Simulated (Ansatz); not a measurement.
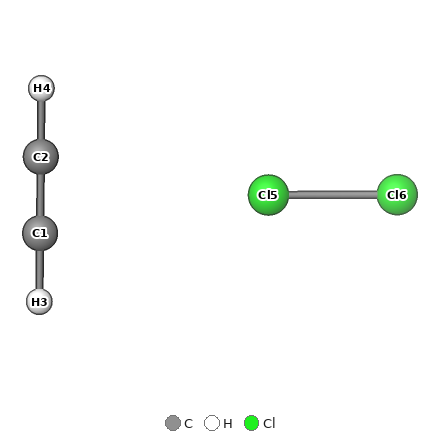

The system is the pair C₂H₂···Cl₂; the picture shows the reference structure. First axis: separation of C2 and Cl5 along their line in the relaxed pair. Second axis: sideways slip of Cl5, Cl6. Nothing is relaxed (both partners rigid). The grid has 15 × 15 points. Points are written as (first, second). Energies are in meV, from the lowest grid point. Theory: RHF/def2-SVPD (Ansatz 0.2.0).

Its coordinates:

```yaml
atoms:
  - { symbol: C, position_ang: [-0.5088, 0.1418, -1.5580] }
  - { symbol: C, position_ang: [0.6637, -0.0575, -1.4975] }
  - { symbol: H, position_ang: [-1.5570, 0.3199, -1.6149] }
  - { symbol: H, position_ang: [1.7121, -0.2355, -1.4451] }
  - { symbol: Cl, position_ang: [-0.1061, -0.0562, 2.0481] }
  - { symbol: Cl, position_ang: [-0.2039, -0.1126, 4.0674] }
```

Range: separation of C2 and Cl5 along their line in the relaxed pair from 3.048 to 4.448 Å; sideways slip of Cl5, Cl6 from −3.00 to 3.00 Å.

Predict the map.

Answer. The lowest grid point is at (3.578 Å, 0.00 Å). It is the only kind of minimum in the scanned range. The highest grid point, (3.048 Å, 1.71 Å), lies 193 meV above the lowest. Round the minimum the valley is somewhat tilted: raising the first coordinate shifts the best value of sideways slip of Cl5, Cl6 upwards (coupling k₁₂/√(k₁₁k₂₂) about −0.2).

```csv
"second ↓, first →",3.048,3.082,3.140,3.210,3.290,3.379,3.475,3.578,3.687,3.802,3.922,4.047,4.176,4.310,4.448
3.00,127,120,110,100,91,82,75,69,64,60,57,54,53,52,52
2.57,161,151,135,119,104,91,80,71,64,58,54,51,49,48,48
2.14,186,172,150,129,110,93,79,68,59,53,48,45,43,42,42
1.71,193,176,151,126,104,85,69,57,49,43,39,36,35,35,36
1.29,175,157,131,106,84,65,51,41,33,29,27,26,26,27,29
0.86,132,117,94,73,54,39,28,21,17,15,15,16,18,20,23
0.43,85,73,56,40,27,17,10,6,4,5,6,9,12,16,19
0.00,57,48,35,23,13,6,2,0,0,2,4,7,11,15,18
−0.43,50,43,32,23,15,9,6,4,4,6,8,11,14,17,21
−0.86,52,46,38,30,24,19,15,14,13,14,16,18,20,23,25
−1.29,55,51,45,39,33,29,26,25,24,24,24,26,27,29,31
−1.71,56,53,49,45,41,38,36,34,33,33,33,33,34,36,37
−2.14,56,54,51,49,46,44,42,41,40,40,40,40,41,42,42
−2.57,55,54,53,51,49,48,47,46,46,46,46,46,46,47,47
−3.00,55,54,53,53,52,51,51,50,50,50,50,50,50,50,50
```

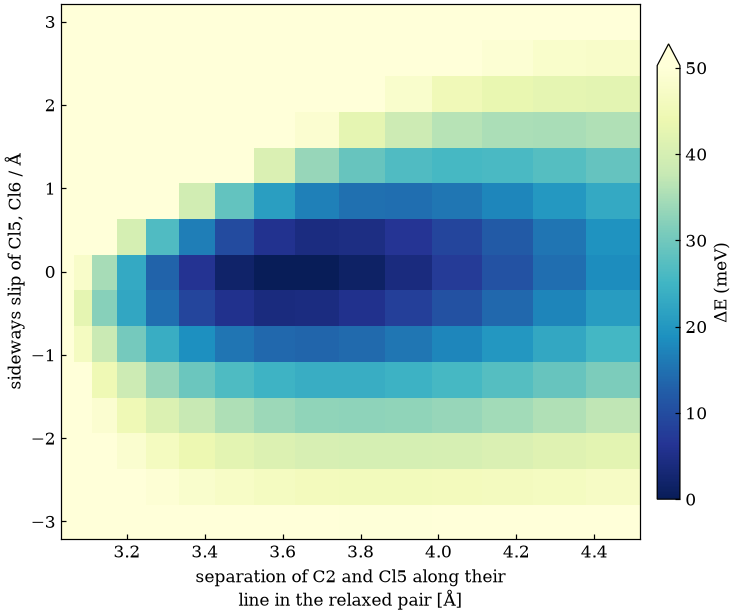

In the figure: one coloured cell a grid point, one colour for all values above the top of the scale.

The whole map (225 points run) took 7.6 min on 1 thread of Arm Neoverse V1, with other jobs on the host.
